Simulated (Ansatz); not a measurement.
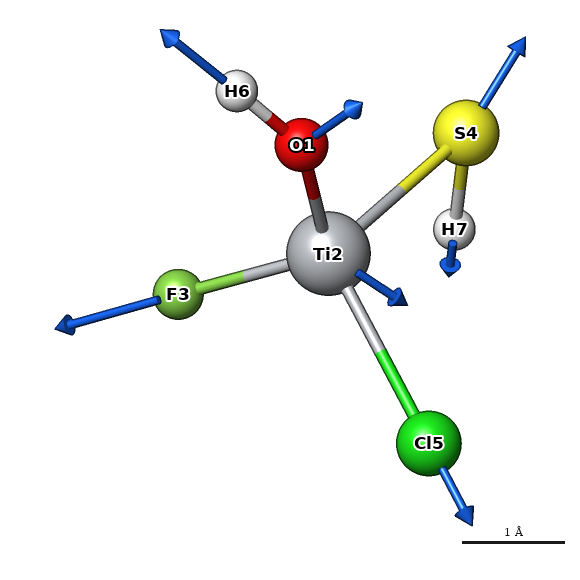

Arrows show the forces on the atoms, 2 Å of arrow for 1 eV/Å; forces under a tenth of the largest aren't drawn. Charge 0, singlet. Level of theory: PBE-D4/def2-TZVPP (Ansatz 0.2.0).

> On which atom is the force largest, and how large is it?

On F3: 0.61 eV/Å.

> Which bond do the forces act along most?

Ti2–F3, now 1.748 Å: the forces push its atoms apart, so a first step downhill lengthens it.

List the force components in the frame of the picture (x right, y up, z towards the viewer), in eV/Å.

| atom | Fx | Fy | Fz |
| --- | --- | --- | --- |
| O1 | 0.23 | 0.16 | 0.29 |
| Ti2 | 0.25 | −0.16 | −0.13 |
| F3 | −0.52 | −0.15 | −0.30 |
| S4 | 0.22 | 0.35 | −0.03 |
| Cl5 | 0.15 | −0.29 | 0.10 |
| H6 | −0.32 | 0.25 | 0.24 |
| H7 | −0.02 | −0.17 | −0.17 |
